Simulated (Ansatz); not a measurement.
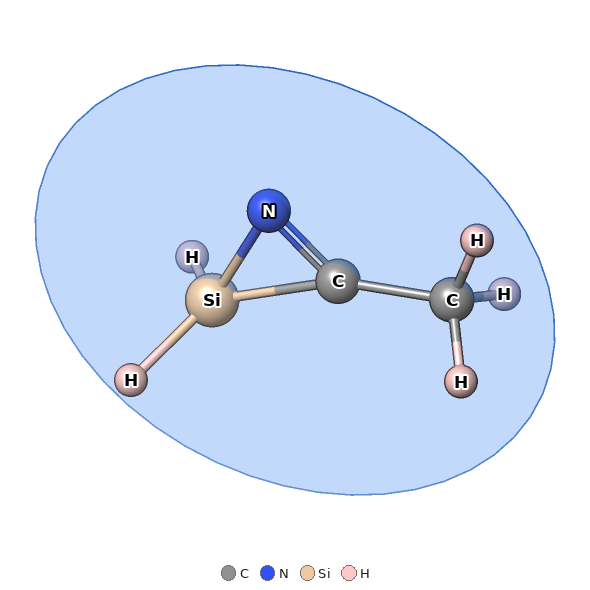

All proper rotation axes (lines) and mirror planes (discs) of the structure are drawn in. Distant atoms are faded towards the background colour. The computed structure is the end point of a PBE0-D4/def2-TZVP optimisation. No frequency run is at hand to confirm it as a minimum.

Question: Name the symmetry elements and the point group.

Answer: It has 1 mirror plane. Point group Cs. The group has 2 operations. The geometry is achiral, and symmetry allows a dipole moment.
